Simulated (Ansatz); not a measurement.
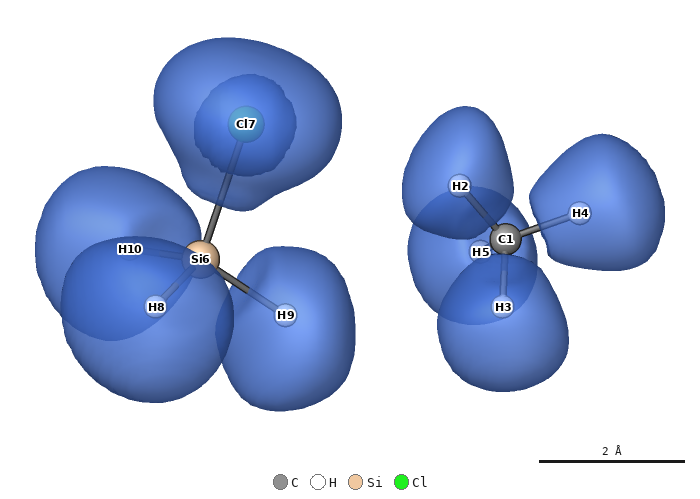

Figure 1: CH$_{4}$···ClH$_{3}$Si (SMILES C.[SiH3]Cl). Isosurface of the electron localisation function at 0.75 (blue), seen at a tilt. Core shells and regions of very low density are left out.

Geometry: PBE0-D4/def2-TZVP.

The calculation used RKS PBE0-D4/def2-TZVPPD in Ansatz.

The calculation's input:

```
crystal:
  periodic: [false, false, false]
  atoms:
    - {symbol: C, position_ang: [-0.111995, -0.119345, -2.110199]}
    - {symbol: H, position_ang: [-0.589058, 0.607745, -1.453827]}
    - {symbol: H, position_ang: [0.970913, -0.041803, -2.014169]}
    - {symbol: H, position_ang: [-0.399025, 0.077498, -3.142836]}
    - {symbol: H, position_ang: [-0.429907, -1.123780, -1.831049]}
    - {symbol: Si, position_ang: [0.200044, 0.032706, 2.148706]}
    - {symbol: Cl, position_ang: [-1.193132, 1.409819, 1.528546]}
    - {symbol: H, position_ang: [1.280102, 0.749758, 2.864208]}
    - {symbol: H, position_ang: [0.738806, -0.661028, 0.957466]}
    - {symbol: H, position_ang: [-0.466750, -0.931670, 3.053154]}
basis:
  gaussian: {orbitals: "def2-TZVPPD.json"}
hamiltonian: {xc: pbe0, dispersion: d4}
output: {orbitals: {seedname: orbitals}}
```

Command:

```sh
ansatz run in.yaml --threads 4 --pin off --events-out ev --progress --plain --max-ram 9574MiB
```

Where are the electrons localised?

Answer. At this value the surface marks out seven regions around hydrogen nuclei and one region on Cl in which the atom's valence shell and bonds are merged. Along the contacts the grid gives the following. Cl7···H2 (3.15 Å): the ELF dips to about 0 between them: a weak contact between the two molecules. Si–Cl (2.05 Å): the ELF peaks at about 0.85 between the atoms; a shared but strongly polarised pair.
